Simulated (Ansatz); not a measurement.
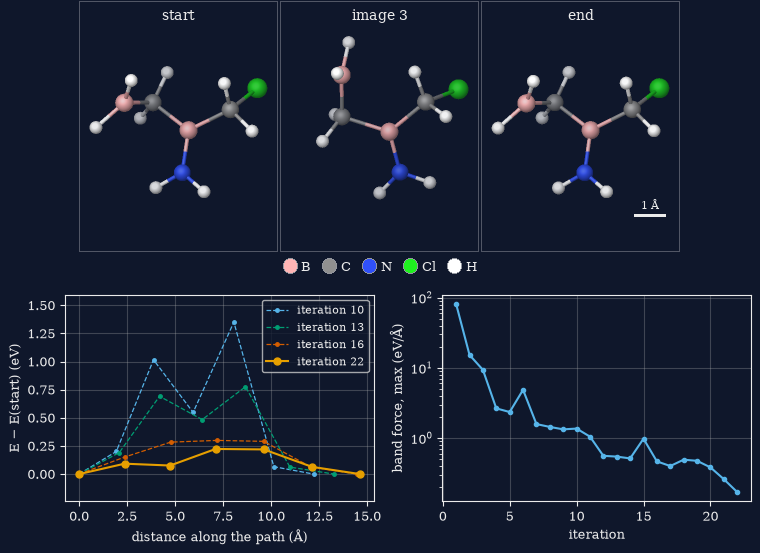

NEB run on C$_{2}$H$_{8}$B$_{2}$ClN. Images are numbered from 0 (start) to 6 (end). The plot follows the band through its iterations. A ball-and-stick model, seen face on.

Theory: Ansatz 0.2.0, RKS PBE-D4/def2-SVP. Run with 5 movable images; climbing image; force threshold 0.2 eV/Å; iteration limit 60; starting path through a guess of the saddle point.

**How did the profile develop, and is the result final?**

The run is converged, with reservations. The band converged in 22 iterations. The largest component of the band force went from 81 to 0.17 eV/Å. The climbing image converged on the top of the path. Its curvatures weren't checked. The force threshold is loose. The first iteration put the highest image at 21.926 eV. The barrier is about 0.223 eV in both directions, with image 3 at the top; the ends have the same energy. The profile has 2 maxima (images 1, 3) with a dip at image 2 (+0.076 eV), so the process runs in steps.

The run took 3.7 min on 2 threads of Intel(R) Xeon(R) Platinum 8488C (Sapphire Rapids) (shared host), peak memory 0.2 GiB.
